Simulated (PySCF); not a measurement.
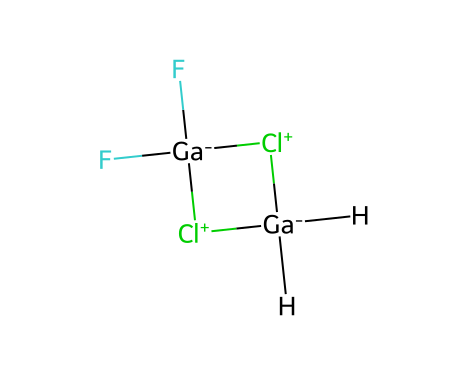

The drawing above gives the connectivity. The computed structure is the end point of a GFN2-xTB optimisation. No frequency run is at hand to confirm it as a minimum.

What does the molecule look like in three dimensions?

Formula Cl₂F₂Ga₂H₂. Its SMILES string is `[F][Ga-]1([F])[Cl+][GaH2-][Cl+]1`. This geometry has C2v symmetry. Coordination, clear cases only: 2 Cl bent.

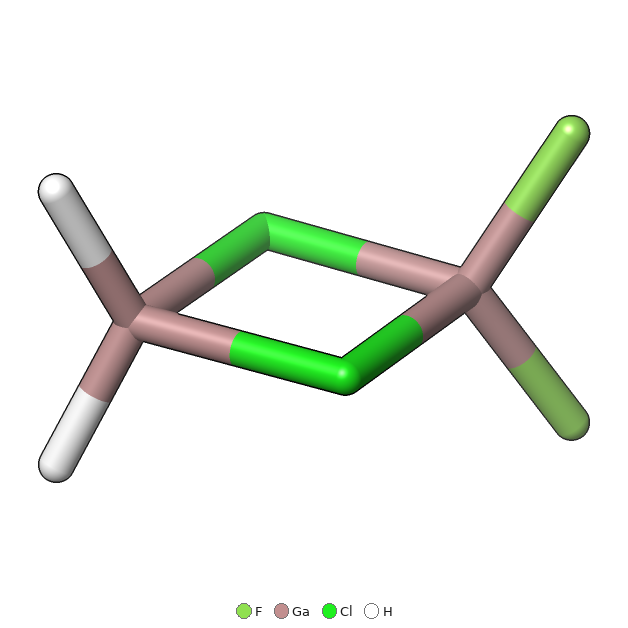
